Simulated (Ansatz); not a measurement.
```csv
atom,x (Å),y (Å),z (Å)
Cl,-0.9844,0.2551,-1.7944
N,0.8619,0.8605,0.5172
O,0.2058,-1.8129,0.1928
Si,-0.4047,-0.2878,0.1315
H,1.0955,-1.9364,-0.1710
H,-1.6079,-0.2998,0.9855
H,0.5377,1.7895,0.8109
```

Geometry: B3LYP/6-31G*.

Method: isolated molecule in a Gaussian basis; Kohn-Sham density functional theory, functional PBE0 (Ansatz).

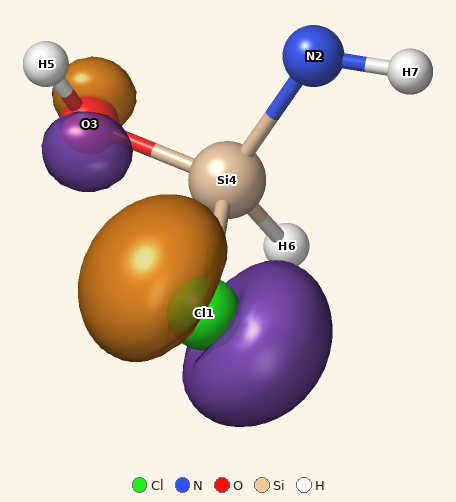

ClH3NOSi (doublet). The HOMO−1 (β) at ±0.2 Å⁻³ᐟ² (orange and purple are the two phases), seen at a tilt.

Q: What is the character of this orbital?

A: By Hirshfeld shares it lies mainly on Cl1 (about 80 %) and O3 (about 10 %); largely a lone pair of Cl1. Its energy is −9.37 eV.
